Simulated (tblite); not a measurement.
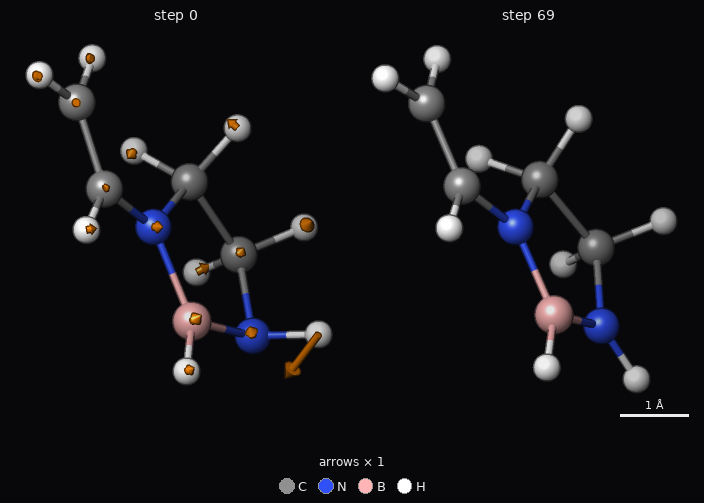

The structure of C₄H₉BN₂ before (left) and after (right) a relaxation, at one scale. The orange arrows give the displacements, at their true length.

A ball-and-stick model, seen from a free direction.

Computed with GFN2-xTB geometry optimisation, gas phase in tblite. 

> Summarise the run.

An H atom moves most after the best rigid fit: 1.02 Å. By element the largest moves are H 1.02 Å, B 0.23 Å, N 0.21 Å, C 0.16 Å. Near-neighbour distances that change, for instance: B–N 1.512 → 1.395 Å, B–N 1.510 → 1.420 Å, C–N 1.422 → 1.371 Å, H–N 1.048 → 1.004 Å. Among the angles between lasting bonds that change: B–N–H 105.4° → 130.0°, B–N–C 103.4° → 112.6°, C–N–H 108.2° → 117.3°. After 69 geometry steps the energy has fallen by 95.5 kJ/mol.
